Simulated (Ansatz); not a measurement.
## (BeTe)1(CuBr)2 [001] superlattice, started as zinc blende: a soft mode frozen in

Aim: this structure of (BeTe)1(CuBr)2 [001] superlattice, started as zinc blende is to be tested for unstable modes, and one is followed downhill.

Program: Ansatz 0.2.0. Level of theory: DFT PBEsol, scalar-relativistic, plane waves, PAW. Results are calculated unless marked as measured.

The structure was built from a prototype and need not be the compound's stable phase.

In doubt: the program warns that the response may not be converged on this k-mesh (step 2), which bears on the force constants and all frequencies.

## (1) The starting structure

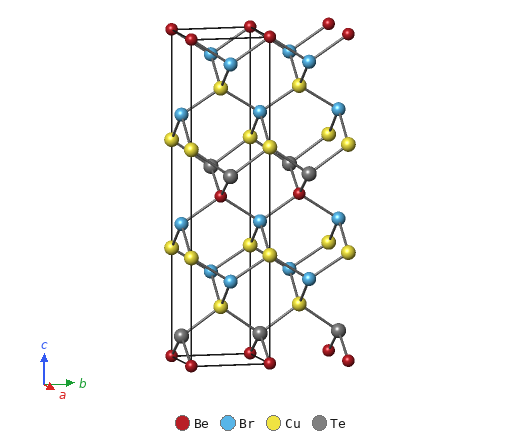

The starting structure, seen slightly off an axis (beryllium red, bromine blue, copper yellow, tellurium grey). 1×2×1 cells are drawn. This picture shows the conventional cell, with its axes. Some periodic images of atoms are drawn too.

## (2) Modes at Γ

The cell comes from relaxations at this level that are not shown. The zone centre is the only wavevector solved here; it holds the modes that light can see, as far as symmetry allows. The response to a homogeneous field gives the Born charges and the dielectric tensor.

File input.yaml:

```yaml
crystal:
  lattice:
    - [2.7933832144, 2.7933832144, 0.0]
    - [-2.8744696595, 2.8744696595, 0.0]
    - [2.833926437, -0.0405432226, 8.2613048286]
  atoms:
    - { symbol: Be, position: [-0.0011040794, 0.0011040794, 0.0022081589] }
    - { symbol: Br, position: [0.744597981, 0.755402019, 0.510804038] }
    - { symbol: Br, position: [0.079415277, 0.420584723, 0.841169446] }
    - { symbol: Cu, position: [0.3367393927, 0.6632606073, 0.3265212145] }
    - { symbol: Cu, position: [0.6678106868, 0.3321893132, 0.6643786265] }
    - { symbol: Te, position: [0.422540742, 0.077459258, 0.1549185161] }
kpoints:
  mp_grid: { grid: [8, 8, 8] }
hamiltonian:
  xc: pbesol
scf:
  occupations: { method: fixed }
output:
  eigenvalues: true
phonons:
  method: dfpt
  dielectric: true
  rigid_motions: translations
```

Started as:

```sh
$ ansatz run input.yaml --threads 4 --pin off --max-ram 14336MiB --backend cpu --events-out ev --progress --plain --runs-dir out
```

Numbers of over 12 decimals in the logs are rounded to 6 here.

The program printed:

```text
Warning: crystal.symmetry: narrowed to the stabiliser of the run's FFT grids — unitary ops 4 → 1. A phonons.method: dfpt run fills in the rows of the dynamical matrix that it does not solve by its symmetry operations, which is exact only for operations that map its FFT grids onto themselves: filled in by any other, the frequencies could depend on the order in which like atoms are typed, or, by more than the grids' own error, on where the crystal sits among the grids' points. Excluded: 3 operations. The run can therefore solve more perturbations, solve them on more k-points, or both, and cost more. [rest of the remark cut]
Engine: ansatz 0.2.0, x86_64-unknown-linux-gnu
Pseudopotentials: kind: paw
Pseudopotential: Be, paw, valence charge 2, recommended cutoff 420 eV (normal), Be.paw.azcp
Pseudopotential: Br, paw, valence charge 7, recommended cutoff 420 eV (normal), Br.paw.azcp
Pseudopotential: Cu, paw, valence charge 19, recommended cutoff 420 eV (normal), Cu.paw.azcp
Pseudopotential: Te, paw, valence charge 16, recommended cutoff 420 eV (normal), Te.paw.azcp
Functional definition: PBEsol
  exchange = pbesol_x
  correlation = pbesol_c
Crystal: 6 atoms, lattice volume = 132.668 Å³
Basis set: ecut = 420 eV, 2607 PW (Γ), exchange–correlation on 54×60×120 points (8 copies of the dense FFT grid, shifted against one another)
Bands: 42, of which v1, the nominal top of the filled ones, is band 35 counted from 1 (34 counted from 0)
Symmetry: 4 space group operations
k-points: 260 of 512 (irreducible under 1 space group operation, time reversal used)
Non-local potential: Be, projectors of the file, l = 0: 2, l = 1: 2, l = 2: 1
Non-local potential: Br, projectors of the file, l = 0: 2, l = 1: 2, l = 2: 2
Non-local potential: Cu, projectors of the file, l = 0: 3, l = 1: 2, l = 2: 3, l = 3: 1
Non-local potential: Te, projectors of the file, l = 0: 2, l = 1: 2, l = 2: 2, l = 3: 2
PAW form: soft (Blöchl's): semilocal exchange-correlation on the pseudo side does not see the compensation charge
PAW frozen core: Be, regenerated for the run's functional, and the local potential with it (the file was generated under x = pbe(κ = 0.804, μ = 0.219515), c = pbe(β = 0.066725))
PAW frozen core: Br, regenerated for the run's functional, and the local potential with it (the file was generated under x = pbe(κ = 0.804, μ = 0.219515), c = pbe(β = 0.066725))
PAW frozen core: Cu, regenerated for the run's functional, and the local potential with it (the file was generated under x = pbe(κ = 0.804, μ = 0.219515), c = pbe(β = 0.066725))
PAW frozen core: Te, regenerated for the run's functional, and the local potential with it (the file was generated under x = pbe(κ = 0.804, μ = 0.219515), c = pbe(β = 0.066725))
PAW one-centre angular grid: Be, 110 points (default); XC on 64 Gauss nodes
PAW one-centre angular grid: Br, 110 points (default); XC on 64 Gauss nodes
PAW one-centre angular grid: Cu, 590 points (default); XC on 64 Gauss nodes
PAW one-centre angular grid: Te, 590 points (default); XC on 64 Gauss nodes
Initial density: superposition of atomic densities (neutral atoms: chi_scale 0, normalization atom), corrected by the library's trained network
Initial wavefunctions: pseudopotential atomic-orbital guess
Functional: x = pbesol(κ = 0.804, μ = 0.123457), c = pbesol(β = 0.046)
SCF iter   1: F=—  HF=-25643.675306 eV  |F-HF|=—  |Δ(HF+E_count)|=         —  Δρ=8.01e-3  dr2=6.59e-2  ethr=1.77e-3  ⟨swp⟩=5.2  Hψ=39539  notcnv=0  defer=1261
preconditioner: auto → Resta (q_TF=auto, 2.453 Å⁻¹)  ε∞=7.1  [insulator: Δε(μ)=0.389 eV  Ē_g=8.651 eV  n_scr=38 (ndim 8)  ℏωp=21.4 eV  f_vac=0.063  ε∞_Penn≈7.1]
SCF iter   2: F=—  HF=-25643.671539 eV  |F-HF|=—  |Δ(HF+E_count)|=   3.77e-3  Δρ=5.66e-3  dr2=3.04e-2  ethr=9.41e-5  ⟨swp⟩=2.0  Hψ=22638  notcnv=0  defer=1298
SCF iter   3: F=—  HF=-25643.663197 eV  |F-HF|=—  |Δ(HF+E_count)|=   8.34e-3  Δρ=1.86e-3  dr2=5.88e-3  ethr=4.35e-5  ⟨swp⟩=2.0  Hψ=19502  notcnv=0  defer=1300
SCF iter   4: F=—  HF=-25643.662007 eV  |F-HF|=—  |Δ(HF+E_count)|=   1.19e-3  Δρ=6.13e-4  dr2=9.99e-4  ethr=8.40e-6  ⟨swp⟩=2.0  Hψ=14251  notcnv=0  defer=1300
SCF iter   5: F=—  HF=-25643.661951 eV  |F-HF|=—  |Δ(HF+E_count)|=   5.60e-5  Δρ=6.86e-4  dr2=4.68e-4  ethr=1.43e-6  ⟨swp⟩=2.0  Hψ=14744  notcnv=0  defer=1300
SCF iter   6: F=—  HF=-25643.661883 eV  |F-HF|=—  |Δ(HF+E_count)|=   6.83e-5  Δρ=2.39e-4  dr2=8.32e-5  ethr=6.69e-7  ⟨swp⟩=2.0  Hψ=13766  notcnv=0  defer=1240
SCF iter   7: F=—  HF=-25643.661885 eV  |F-HF|=—  |Δ(HF+E_count)|=   2.03e-6  Δρ=5.45e-5  dr2=4.85e-6  ethr=1.19e-7  ⟨swp⟩=2.0  Hψ=15592  notcnv=0  defer=682
SCF iter   8: F=—  HF=-25643.661887 eV  |F-HF|=—  |Δ(HF+E_count)|=   2.09e-6  Δρ=3.17e-5  dr2=1.23e-6  ethr=6.94e-9  ⟨swp⟩=2.0  Hψ=15902  notcnv=0  defer=587
SCF iter   9: F=—  HF=-25643.661887 eV  |F-HF|=—  |Δ(HF+E_count)|=   3.90e-7  Δρ=6.77e-6  dr2=6.27e-8  ethr=1.75e-9  ⟨swp⟩=2.0  Hψ=15503  notcnv=0  defer=588
SCF iter  10: F=—  HF=-25643.661887 eV  |F-HF|=—  |Δ(HF+E_count)|=   1.09e-8  Δρ=3.70e-6  dr2=1.45e-8  ethr=8.96e-11  ⟨swp⟩=2.2  Hψ=15937  notcnv=0  defer=588
SCF iter  11: F=—  HF=-25643.661887 eV  |F-HF|=—  |Δ(HF+E_count)|=   4.21e-9  Δρ=9.47e-7  dr2=1.67e-9  ethr=2.07e-11  ⟨swp⟩=2.0  Hψ=14141  notcnv=0  defer=588
SCF iter  12: F=—  HF=-25643.661887 eV  |F-HF|=—  |Δ(HF+E_count)|=  5.68e-10  Δρ=4.53e-7  dr2=2.35e-10  ethr=2.38e-12  ⟨swp⟩=2.0  Hψ=17422  notcnv=0  defer=588
SCF iter  13: F=-25643.661887 eV  HF=-25643.661887 eV  |F-HF|=0.00e0  |Δ(HF+E_count)|=  9.46e-11  Δρ=1.01e-7  dr2=1.38e-11  ethr=1.00e-12  ⟨swp⟩=15.5  Hψ=77182  notcnv=0
SCF 1 converged in 13 iterations: F = -25643.661887 eV  dr2 = 1.38e-11
  greatest PAW one-centre occupation: 1.000 electrons in one spin orbital (limit 2), on the Cu atom at site 4 (counted from 0), in its partial waves of l = 0
NSCF: frozen V_eff on 4 k-points
DFPT response loops at Γ: preconditioner auto → Resta (q_TF=auto, 2.453 Å⁻¹)  ε∞=13.3 (no band partly filled); β = 1.00, the filter's whole step (`scf.mixing.beta` (0.50) is not read by the response loops at its default; to damp them type it under 1.00, their step now; it binds the ground state too); Broyden in place of MSR1
── the response to a field inside a basis, on 10×10×8 k-points: an SCF that follows is theirs, and a resumed run solves both again ──
Bands: 36, of which v1, the nominal top of the filled ones, is band 35 counted from 1 (34 counted from 0)
k-points: 400
Initial density: handed on by an earlier stage of this run
Initial wavefunctions: pseudopotential atomic-orbital guess (no wavefunctions were taken with the density)
Eigensolver: Dense (400 Hₖ)
SCF iter   1: F=—  HF=-25643.635963 eV  |F-HF|=—  |Δ(HF+E_count)|=         —  Δρ=1.51e-4  dr2=9.00e-6  ethr=1.00e-1
preconditioner: auto → Resta (q_TF=auto, 2.453 Å⁻¹)  ε∞=10.7  [insulator: Δε(μ)=0.402 eV  Ē_g=6.862 eV  n_scr=38 (ndim 8)  ℏωp=21.4 eV  f_vac=0.056  ε∞_Penn≈10.7]
SCF iter   2: F=—  HF=-25643.635971 eV  |F-HF|=—  |Δ(HF+E_count)|=   8.03e-6  Δρ=8.65e-5  dr2=3.82e-6  ethr=1.29e-8
SCF iter   3: F=—  HF=-25643.635976 eV  |F-HF|=—  |Δ(HF+E_count)|=   4.70e-6  Δρ=8.35e-5  dr2=5.59e-6  ethr=5.46e-9
SCF iter   4: F=—  HF=-25643.635974 eV  |F-HF|=—  |Δ(HF+E_count)|=   1.27e-6  Δρ=8.96e-6  dr2=1.52e-7  ethr=5.46e-9
SCF iter   5: F=—  HF=-25643.635975 eV  |F-HF|=—  |Δ(HF+E_count)|=   8.09e-8  Δρ=1.16e-5  dr2=1.33e-7  ethr=2.18e-10
SCF iter   6: F=-25643.635975 eV  HF=-25643.635975 eV  |F-HF|=2.43e-8  |Δ(HF+E_count)|=   1.86e-8  Δρ=5.71e-6  dr2=3.40e-8  ethr=1.89e-10
SCF 1 converged in 6 iterations: F = -25643.635975 eV  dr2 = 3.40e-8
DFPT response loops at Γ: preconditioner auto → Resta (q_TF=auto, 2.453 Å⁻¹)  ε∞=12.2 (no band partly filled); β = 1.00, the filter's whole step (`scf.mixing.beta` (0.50) is not read by the response loops at its default; to damp them type it under 1.00, their step now; it binds the ground state too); Broyden in place of MSR1
WARN: field response: ε∞ stands inside a basis, on 10×10×8 points; the force constants stand on the 8×8×8 k-mesh, whose period is 9.90 times the interband length at k = (0.0000, 0.0000, 0.0000), direct gap 0.443 eV, under 14: take them and everything formed from them as unconverged, and compare with a denser kpoints.mp_grid
SCF converged after 13 iterations
Free energy (F): -25643.661887 eV
Harris-Foulkes:  -25643.661887 eV  (|F-HF|=0.00e0)
Internal energy: -25643.661887 eV  (E = F + TS)
E sigma→0 (E₀):  -25643.661887 eV
Fermi energy:    7.937853 eV
--- Per-component energies (eV) ---
  E_band       = -1306.223857
  E_kinetic    = 1068.675273
  E_local      = -14277.217293  (includes V_loc(G=0)·N_el)
  E_nonlocal   = 648.826358
  E_hartree    = 6580.186362
  E_xc         = -839.436696
  E_vxc        = -557.660265  (∫ρ·V_xc dr)
  E_paw        = -12325.172242  (= ΣΔE_a)
  E_vpaw       = -1349.220833  (= ΣTr[D̂ρ^β])
  E_aug_tail   = 0.000336  (compensation charges beyond the density's cutoff)
  E_ewald      = -6500.505276
  E_core_change = 0.981292  (= ΣΔE_core)
  E_smearing   = -0.000000  (= −TS)
  E_closure    = 0.000000  (closes the sum)
  Σ components = -25643.661887   (vs F -25643.661887, Δ=0.00e0)
--- Band table (eV; the first three rows and the last of 260) ---
  k-point 0: bands = [... 31 lower, 6.4074, 7.2089, 7.2423, 7.8339, 8.2767, 9.7577, 10.3854, 11.1307, ... 3 higher]
  k-point 1: bands = [... 31 lower, 6.4268, 7.1108, 7.2051, 7.8009, 8.4384, 9.7619, 10.4011, 11.1222, ... 3 higher]
  k-point 2: bands = [... 31 lower, 6.4766, 6.9438, 7.1017, 7.7193, 8.7649, 9.7905, 10.4264, 11.1298, ... 3 higher]
  k-point 259: bands = [... 31 lower, 5.8977, 6.0801, 6.1274, 6.2649, 9.6863, 10.8319, 11.0669, 11.6523, ... 3 higher]
--- Phonons (Γ-DFPT): 18 representative perturbations + reference, on 260 of 512 k-points (Σ response iterations 68) ---
  ASR residual: 1.051e-4 → 0.000e0 eV/Å²; symmetrization residual: 1.736e-6 eV/Å²
  The last average, over the group as it would stand without the narrowing to the FFT grids, took up to 6.093e-6 eV/Å² of the zone centre's force constants
  ASR residual per site (eV/Å²): 5.51e-5 2.25e-5 4.01e-5 6.29e-5 3.78e-5 1.05e-4
  Γ frequencies (cm⁻¹): -117.48 0.00 0.00 0.00 44.01 50.65 63.98 76.70 103.05 120.14 132.65 145.77 152.10 171.70 184.96 211.70 465.34 534.87
  ε∞ (high-frequency dielectric tensor):
        7.136296    -0.715606    -0.000000
       -0.715606     7.136296     0.000000
       -0.000000     0.000000     6.768767
  softest optical mode at Γ: -117.48 cm⁻¹; the repairs (sum rule, projections) moved no ω² at Γ by more than (2.45 cm⁻¹)²
  Born effective charges Z* (e; rows j = field, columns β = displacement):
    site 0:
         1.98931   -0.21428   -0.00000
        -0.21428    1.98931    0.00000
        -0.00000    0.00000    1.37779
    site 1:
        -1.20546    0.04227    0.00000
         0.04227   -1.20546   -0.00000
         0.00000   -0.00000   -1.24314
    site 2:
        -1.60077    0.62111    0.00000
         0.62111   -1.60077   -0.00000
         0.00000   -0.00000   -1.20889
    site 3:
         0.87978    0.07827    0.00000
         0.07827    0.87978   -0.00000
         0.00000   -0.00000    0.95344
    site 4:
         1.09271   -0.06811    0.00000
        -0.06811    1.09271   -0.00000
         0.00000   -0.00000    1.23515
    site 5:
        -1.15557   -0.45927   -0.00000
        -0.45927   -1.15557    0.00000
        -0.00000    0.00000   -1.11435
  Z* charge neutrality: 3.063e-3 e pre-enforcement
  solved inside a basis spanned on kpoints, on 10×10×8 k-points transformed towards the longest dipole: ε∞ is read to err by 2.6e-2, Z* by 2.1e-2 e (field_mesh: kpoints solves on kpoints); Z* is corrected for what the basis lacks
  optical modes at Γ without the LO–TO term, one row a degenerate level:
      ω (cm⁻¹)  modes    IR ((D/Å)²/amu)
       -117.48      1            13.8985
         44.01      1             0.0132
         50.65      1             0.2280
         63.98      1             0.0887
         76.70      1             0.1467
        103.05      1             0.0124
        120.14      1             1.0037
        132.65      1             0.6250
        145.77      1             0.1876
        152.10      1             0.9836
        171.70      1             0.1590
        184.96      1             0.6192
        211.70      1             0.2232
        465.34      1             5.0561
        534.87      1             8.6262
  optical modes at Γ + LO–TO along q̂ = [1.0000, 0.0000, 0.0000]:
      ω (cm⁻¹)  modes    IR ((D/Å)²/amu)
        -36.10      1             8.8935
         44.26      1             0.0138
         56.45      1             1.6178
         66.53      1             0.5971
[...]
optical modes at Γ + LO–TO along q̂ = [0.0000, 1.0000, 0.0000]:
      ω (cm⁻¹)  modes    IR ((D/Å)²/amu)
[...]
optical modes at Γ + LO–TO along q̂ = [0.0000, 0.0000, 1.0000]:
      ω (cm⁻¹)  modes    IR ((D/Å)²/amu)
[...]
63.98      1             0.0887
         76.70      1             0.1467
        103.15      1             0.0057
        120.14      1             1.0037
        136.11      1             0.2295
        145.77      1             0.1876
        159.82      1             0.9334
        173.50      1             0.4050
        184.96      1             0.6192
        211.70      1             0.2232
        478.33      1             5.2626
        534.87      1             8.6262
```

Run time: 13 min. Hardware: 4 threads of Intel Xeon Platinum 8375C at 2.90GHz (Ice Lake), shared host; peak memory 6.1 GiB; 50 min of CPU time.

Numbers from this step:

- gap on the k-mesh: 0.3388 eV
- volume per atom: 22.11 Å³
- sum-rule residual before enforcement: 1.05e-4 eV/Å²
- miss of the charge sum rule: 0.003063 e
- estimated error of the dielectric tensor: 0.02648
- estimated error of the Born charges: 0.02122 e
- point group: mm2
- highest optical mode at the zone centre (no LO-TO term): 534.9 cm⁻¹
- lowest optical zone-centre mode: -117.5 cm⁻¹
- mean high-frequency dielectric constant: 7.014
- largest Born charge (third of the trace): 1.785 e
- top of the zone-centre spectrum with the field: 544.5 cm⁻¹

Without the LO-TO term. Patterns of degenerate modes are one choice out of their space. Modes at Γ, with each element's share of the kinetic energy (negative means imaginary):

```
mode  frequency (cm⁻¹)  symmetry  Be %  Br %  Cu %  Te %
   1            -117.5        B2    92     7     0     0
   2               0.0  acoustic     2    38    30    30
   3               0.0  acoustic     2    38    30    30
   4               0.0  acoustic     2    38    30    30
   5              44.0        B1     0    28    71     1
   6              50.6        B2     0    27    51    21
   7              64.0        B1     4     5    35    57
   8              76.7        B2     5    71    14    10
   9             103.0        A1     1     9    61    29
  10             120.1        B1     0    59    36     4
  11             132.7        A1     0    66    33     1
  12             145.8        B1     0    70    28     1
  13             152.1        A1     1    66    26     8
  14             171.7        A1     0    22    49    29
  15             185.0        B2     0    56    44     0
  16             211.7        B2     0     1    61    39
  17             465.3        A1    96     1     0     3
  18             534.9        B1    94     0     0     6
```

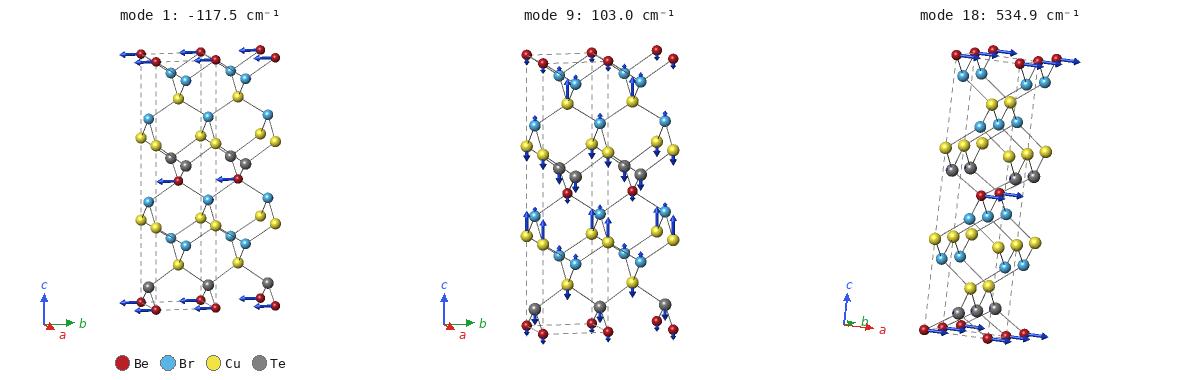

Displacement patterns of modes 1, 9 and 18 at Γ; arrows are exaggerated. 1×2×1 conventional cells are drawn. Some periodic images of atoms are drawn too.

Before it was imposed, the acoustic sum rule was missed by 1.1e-4 eV/Å² and the charge sum rule by 0.0031 e. Small misses are needed for a sound result but don't prove that mesh and cutoff are converged. The lowest optical mode is imaginary, 117.5i cm⁻¹, so the energy falls along it.

The log warns of the k mesh: “the force constants stand on the 8×8×8 k-mesh, whose period is 9.90 times the interband length at k = (0.0000, 0.0000, 0.0000), direct gap 0.443 eV, under 14: take them and everything formed from them as unconverged”.

## (3) The mode frozen in, largest atomic shift 0 Å

The mode followed lies at Γ with frequency 117.5i cm⁻¹, the softest among the wavevectors solved. At small amplitude the distorted cell has space group no. 8 by a symmetry search on the positions. The undistorted cell that holds it gives the zero of energy on the same k mesh.

input.yaml: that of step 2 with these lines changed.

```diff
@@ -6,3 +6,3 @@
   atoms:
-    - { symbol: Be, position: [-0.0011040794, 0.0011040794, 0.0022081589] }
+    - { symbol: Be, position: [0.9988959206, 0.0011040794, 0.0022081589] }
     - { symbol: Br, position: [0.744597981, 0.755402019, 0.510804038] }
@@ -17,8 +17,6 @@
 scf:
-  occupations: { method: fixed }
+  occupations: { method: gaussian, width: 0.02 }
 output:
+  forces: true
+  stress: true
   eigenvalues: true
-phonons:
-  method: dfpt
-  dielectric: true
-  rigid_motions: translations
```

The program printed:

```text
[...]
Crystal: 6 atoms, lattice volume = 132.668 Å³
Basis set: ecut = 420 eV, 2607 PW (Γ), exchange–correlation on 54×60×120 points (8 copies of the dense FFT grid, shifted against one another)
Bands: 42, of which v1, the nominal top of the filled ones, is band 35 counted from 1 (34 counted from 0)
Symmetry: 4 space group operations
[...]
k-points: 95 of 512 (time reversal used)
[...]
k-point 0: bands = [... 31 lower, 6.4075, 7.2090, 7.2424, 7.8340, 8.2767, 9.7577, 10.3854, 11.1307, ... 2 higher]
  k-point 1: bands = [... 31 lower, 6.4268, 7.1109, 7.2052, 7.8010, 8.4384, 9.7619, 10.4011, 11.1223, ... 2 higher]
  k-point 2: bands = [... 31 lower, 6.4767, 6.9439, 7.1018, 7.7193, 8.7649, 9.7905, 10.4264, 11.1299, ... 2 higher]
  k-point 94: bands = [... 31 lower, 5.9008, 6.1049, 6.1232, 6.2514, 9.8157, 10.6106, 11.0851, 11.1772, ... 2 higher]
[key lines of the parts left out:]
SCF converged after 9 iterations
Free energy (F): -25643.661887 eV
Fermi energy:    8.108531 eV
P = ⅓ Tr σ = 0.0007 GPa (0.007 kbar)
```

Run time: 10 s. Hardware: 4 threads; peak memory 0.74 GiB.

Numbers from this step:

- pressure: 6.67e-4 GPa
- energy from the undistorted cell: 0 meV/atom

At this level the gap is 0.34 eV on the k-mesh of the self-consistent run, which can miss the band edges.

(Part 1 of 2 ends here.)

[Logs are printed without paths, hosts, clocks, repeated set-up lines and the standing remarks that a program may print on its own settings, such as how far it seeks lower states.]

[Hosts, paths, dates, database ids (printed as entryN), source tags and the programs' standing remarks are cut or masked in the printed files.]
